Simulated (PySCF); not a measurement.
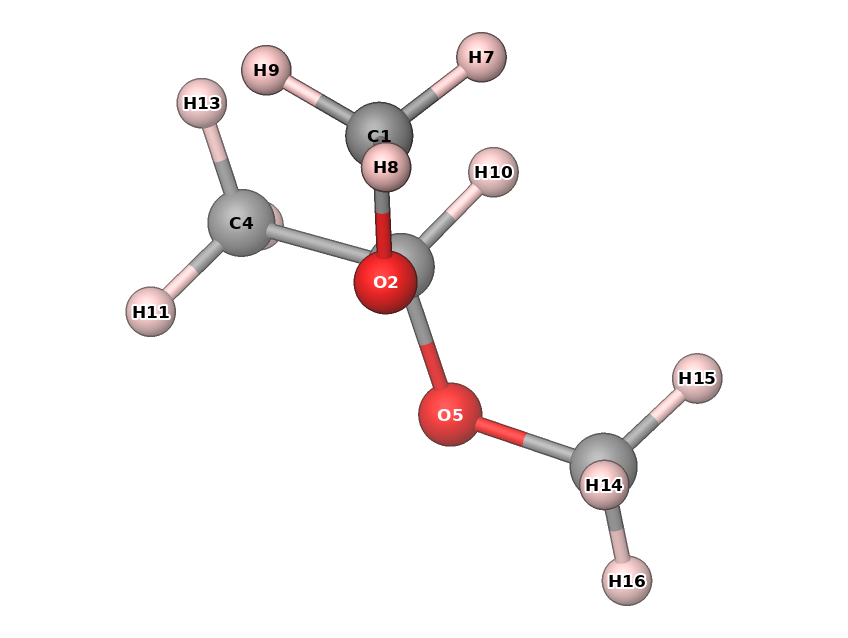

C3 lies behind O2. The molecule seen nearly along the O2–C3 bond, O2 in front. Depth is shown by fading: the farther an atom, the more it takes the colour of the background. Geometry: an end point of a reaction path computed with GFN2-xTB.

What is the torsion angle C1–O2–C3–O5? The sign is positive where the front bond must turn clockwise to cover the back bond.

Answer. 164°, antiperiplanar (anti).
